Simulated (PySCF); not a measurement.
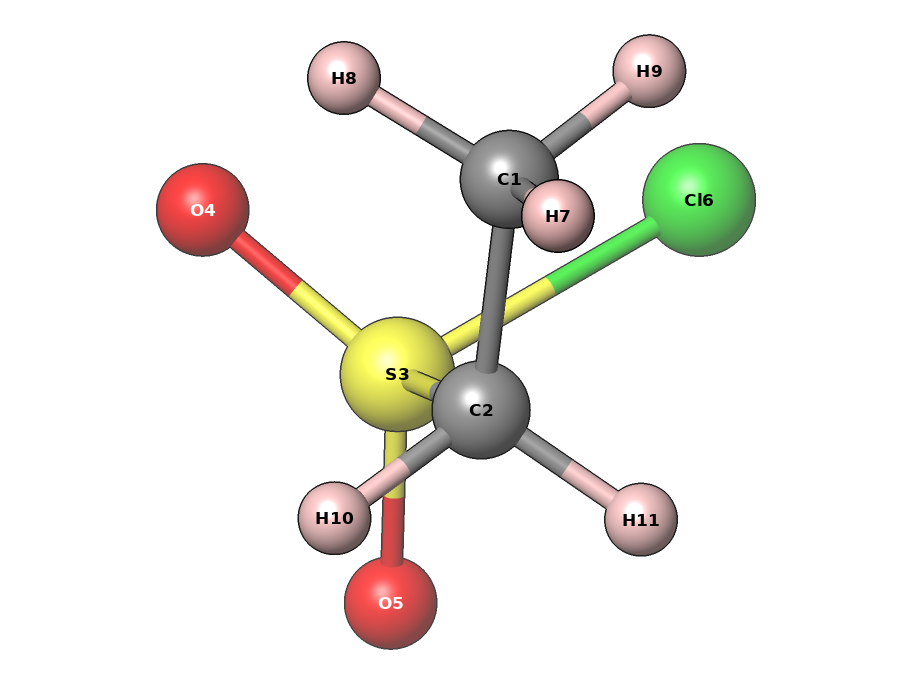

S3 lies behind C2. The molecule seen a little off the C2–S3 bond, C2 in front. Distant atoms are faded towards the background colour. The computed structure is the end point of a PBE0-D3(BJ)/def2-SVP optimisation. No frequency run is at hand to confirm it as a minimum.

### What is the torsion angle C1–C2–S3–Cl6? The sign is positive where the front bond must turn clockwise to cover the back bond.

64°, synclinal (gauche). The bonds about C2–S3 are staggered.
